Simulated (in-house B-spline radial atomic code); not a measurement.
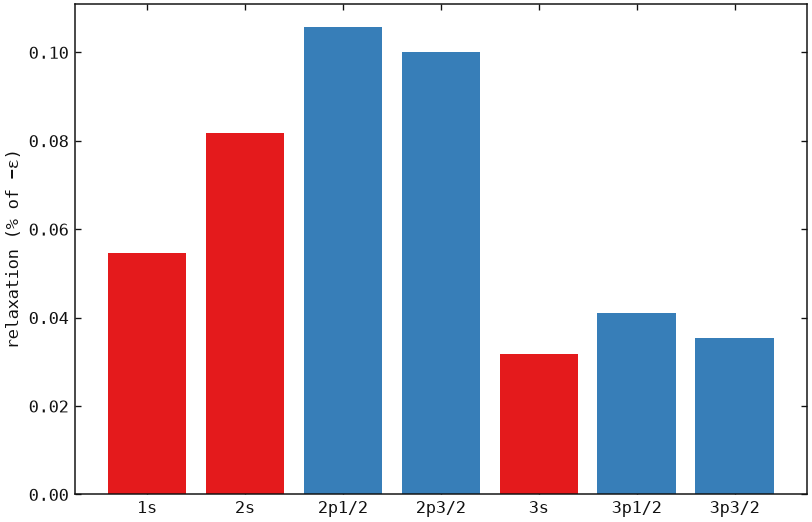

Au⁵⁵⁺ (Z = 79, 24 electrons); electrons: [Ar] 3d6 (open shells shared over both j by 2j + 1). Level of theory: Dirac-Hartree-Fock, average of configuration, Fermi nucleus, basis-set limit. Computed with an in-house B-spline radial code. One electron is taken from each of the shells shown in turn, and the ion is relaxed; bars are coloured by l. The plot shows the relaxation energy, Koopmans' value −ε less the difference of self-consistent energies, as a share of −ε.

Read the relaxation energies.

Answer. Among the shells shown the largest bar is that of 2p1/2. 1s: −ε = 84.82 keV, relaxed 84.78 keV, relaxation 46.3 eV (0.055 %); 2s: −ε = 17.95 keV, relaxed 17.94 keV, relaxation 14.7 eV (0.082 %); 2p1/2: −ε = 17.35 keV, relaxed 17.33 keV, relaxation 18.3 eV (0.11 %); 2p3/2: −ε = 15.50 keV, relaxed 15.48 keV, relaxation 15.5 eV (0.10 %); 3s: −ε = 6629 eV, relaxed 6627 eV, relaxation 2.11 eV (0.032 %); 3p1/2: −ε = 6373 eV, relaxed 6370 eV, relaxation 2.62 eV (0.041 %); 3p3/2: −ε = 5920 eV, relaxed 5918 eV, relaxation 2.10 eV (0.035 %).
